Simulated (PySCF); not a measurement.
## Electronic structure of PO (charge −1, triplet) in real space

```xyz
2

P     0.0000    0.0000   -0.5377
O     0.0000    0.0000    1.0413
```

Theory: PBE0/aug-cc-pVDZ-DK/X2C, spin-free X2C-1e, Gaussian nucleus, at a bond length of 1.579 Å in PySCF 2.14.0.

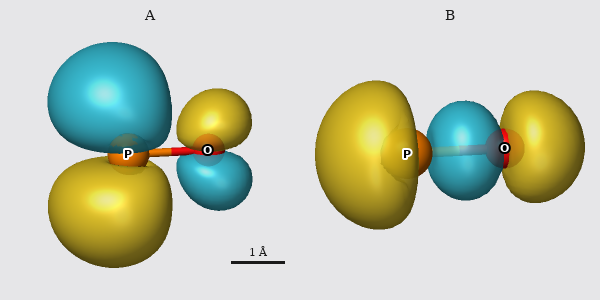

Figure 1. Two frontier α-spin orbitals, each drawn at the value that holds 80 % of its norm (yellow and cyan are the two phases), in no order; of a degenerate pair one member is drawn.

### Label each orbital by symmetry, say whether it is occupied, and order them by energy.

Orbital B: σ, occupied in this spin, −3.98 eV; shared between the atoms (P 45 %, O 55 %).
Orbital A: π, occupied in this spin, 0.74 eV; mainly on P (75 %).

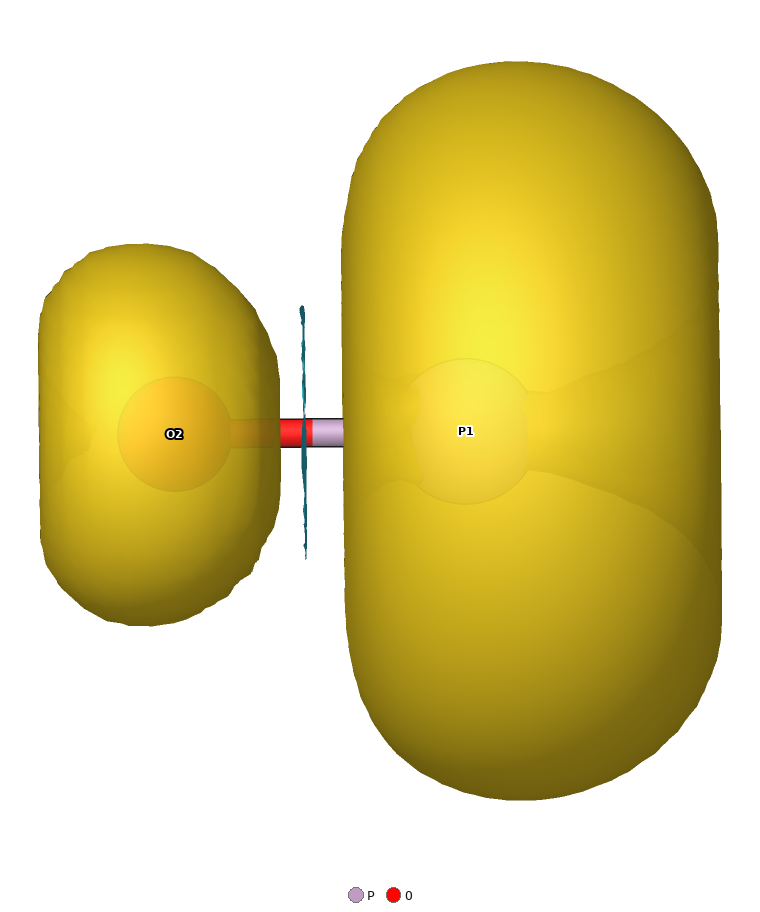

Figure 2. Isosurfaces of the spin density at +0.015 (yellow) and −0.015 e/Å³ (cyan), seen from one side.

### Which atoms carry the spin?

The unpaired spin (2 electrons) lies mostly on P1 (about 1.5) and O2 (about 0.5), in electrons by Hirshfeld's partition.

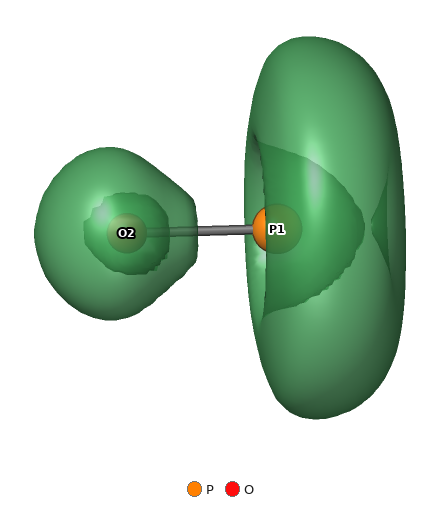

Figure 3. Isosurface of the ELF at 0.75 (green), seen from one side. Only the valence region is drawn (cores and ρ < 0.01 e/Å³ removed).

### Where are the electrons localised?

The ELF exceeds this value in one ring or bowl of non-bonding electrons around P and one region wrapped around O (its lone pairs, merged into a ring or cap). Profiles from the grid: P–O (1.58 Å): the ELF peaks at about 0.85 between the atoms; a short, strongly polar bond.
